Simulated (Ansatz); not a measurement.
## Group exchange: C3H9N + CH6S2Si → C2H9NSi + C2H6S2

Species: C3H9N (ethylmethylamine) `CCNC`, singlet; CH6S2Si `CSS[SiH3]`, singlet; C2H9NSi `CCN[SiH3]`, singlet; C2H6S2 (dimethyl disulfide) `CSSC`, singlet. The partners trade CH3 for SiH3: N–CH3 and S–SiH3 bonds give way to N–SiH3 and S–CH3.

Shapes, held fixed at every level: PBE0-D4/def2-TZVP. Flexible molecules stand in one conformer, not always the lowest. Programs: Ansatz 0.2.0. The zero-point and thermal change to 298 K, harmonic and unscaled (PBE0-D4/def2-TZVP), is -3.6 kJ/mol.

| level | kind | ΔH(298 K) (kJ/mol) | less CCSD(T)/CBS estimate |
| --- | --- | --- | --- |
| HF/def2-TZVPP | Hartree–Fock | -24.4 | -4.8 |
| wB97X-V/def2-TZVPP | range-separated hybrid | -19.6 | 0.0 |
| B2PLYP/def2-TZVPP | double hybrid | -22.5 | -2.9 |
| MP2/def2-SVP | perturbation theory | -8.7 | +10.9 |
| MP2/def2-TZVPP | perturbation theory | -20.8 | -1.2 |
| CCSD/def2-TZVPP | coupled cluster or CI | -19.6 | 0.0 |
| CCSD(T)/CBS estimate | coupled cluster or CI | -19.6 | 0.0 |

The highest level, CCSD(T)/CBS estimate, gives ΔH(298 K) = -19.6 kJ/mol; the levels span -24.4 to -8.7. The column of differences is taken from that level and isn't an error. No measured value is set beside it here. The CBS estimate extrapolates MP2 from def2-TZVPP and def2-QZVPP and adds CCSD(T) − MP2 in the triple-zeta set, cores frozen.

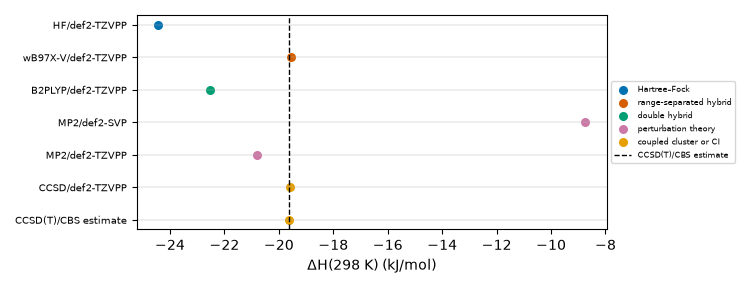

The values of the table, level by level.
